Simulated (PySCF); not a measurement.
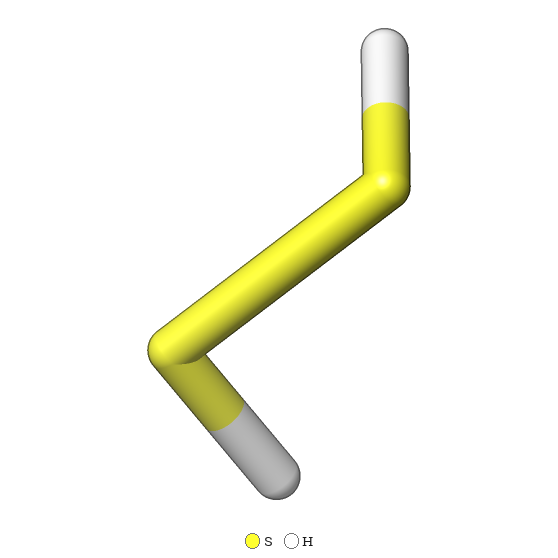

The computed structure is the end point of a GFN2-xTB optimisation. No frequency run is at hand to confirm it as a minimum. Level of theory: PBE0/def2-SVPD, gas phase (PySCF 2.14.0). Excitations: vertical, linear response.

What does the calculation give?

The species is H₂S₂ (`SS`).
- dipole moment: 1.16 D
- HOMO energy (Kohn–Sham orbital): −7.53 eV
- LUMO energy (Kohn–Sham orbital): −1.18 eV
- HOMO–LUMO gap: 6.35 eV
- mean static polarisability: 43.5 bohr³
- lowest vertical singlet excitation: 4.72 eV
- its oscillator strength: 0.004
- brightest of the 8 lowest singlets: 8.00 eV
- its oscillator strength: 0.16
